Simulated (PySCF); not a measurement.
SMILES O[SiH2][SiH2]Br (H5BrOSi2) at its CAM-B3LYP/def2-SVP optimised geometry (Å):

```
9

O      2.0481    -1.0669     0.0000
Si     0.3818    -1.0669     0.0000
Si    -0.2651     1.1784     0.0000
Br    -2.5107     1.1829     0.0167
H      2.5107    -1.9116    -0.0098
H     -0.1780    -1.7456    -1.2051
H     -0.1784    -1.7452     1.2051
H      0.1838     1.9064    -1.2151
H      0.2013     1.9116     1.2054
```

Calculation: CAM-B3LYP/def2-TZVP (PySCF). Cells within 0.4 Å of a nucleus heavier than hydrogen are left out (blank, or x).

Map of the log10 of the electron density (e/bohr³), floored at −4 on the plane z = 0.0 Å:

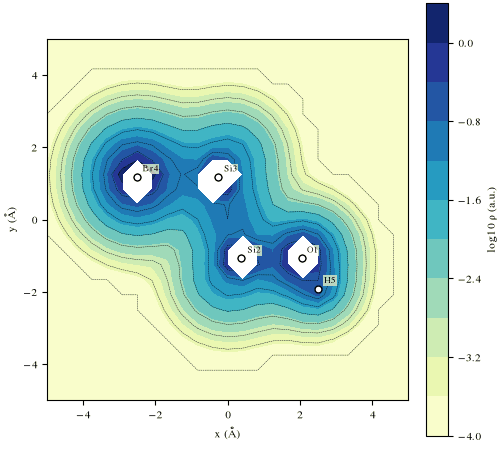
Figure: Log10 of the electron density (e/bohr³), floored at −4 on the plane z = 0.0 Å.
